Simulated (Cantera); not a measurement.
Input: 1 mol SiCl4, 0.11 mol O3, 160 mol N2, at 1448 K.

These are equilibrium values from Cantera (NASA tables, ideal gas, pure condensed phases), not measurements of a reactor. Candidate condensed phases: Si, SiO2, Si2N2O, Si3N4; 23 gas species. The tables' values for SiCl3 are old estimates; treat these amounts as uncertain. The tables hold silica as quartz up to 1696 K and as liquid above; real silica turns to tridymite and cristobalite and melts near 1996 K. Rates play no part.

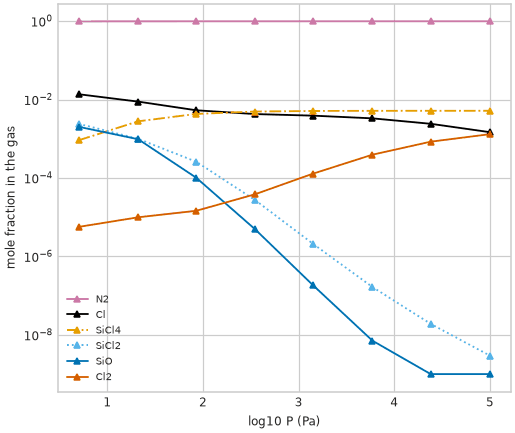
*Equilibrium gas composition (values under 1e-9 drawn at 1e-9)*

### Question
Read off the mole fractions at 14.0 mbar.

### Answer
N2 about 0.99, SiCl4 about 0.0051, Cl about 0.0039, Cl2 about 0.00013, SiCl2 about 2.1e-6, SiO about 1.9e-7.
